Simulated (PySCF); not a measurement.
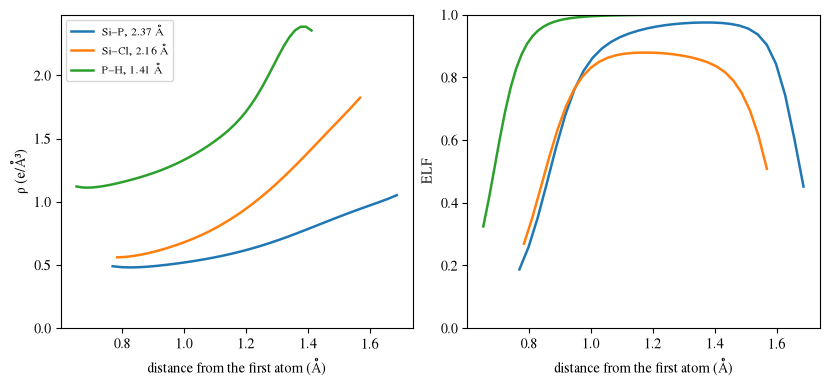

Cl4H6P2Si (trans-Si(PH3)2Cl4). Total electron density and ELF along straight lines between neighbouring atoms. The curves leave out the atomic cores.

Geometry: PBE0-D3(BJ)/def2-SVP.

Theory: PBE0/pcSseg-1, SCF density, gas phase, non-relativistic in PySCF.

```xyz
13

Si   -0.0526   -0.0802    0.0020
P    -0.0649    0.0892    2.3640
H     0.4287    1.3082    2.8803
H     0.7463   -0.8653    3.0168
H    -1.2931   -0.0455    3.0550
P     0.0904   -0.0657   -2.3620
H     1.1910    0.6387   -2.9000
H    -1.0064    0.5532   -3.0001
H     0.1726   -1.3021   -3.0461
Cl    2.1134    0.1544    0.1783
Cl   -2.2015   -0.2987   -0.1371
Cl   -0.2598    2.0894   -0.1793
Cl    0.1665   -2.2278    0.1505
```

Compare the contacts.

Answer. Si–P (2.37 Å): ρ is about 0.61 e/Å³ halfway, with its minimum of 0.48 e/Å³ about 0.8 Å from Si; the ELF peaks at about 1 between the atoms, as expected for a shared electron pair.
Si–Cl (2.16 Å): ρ is about 0.77 e/Å³ halfway; the ELF peaks at about 0.90 between the atoms: a polar covalent bond.
P–H (1.41 Å): ρ is about 1.1 e/Å³ halfway; the ELF climbs to about 1 towards the hydrogen, as it does in any bond to H.
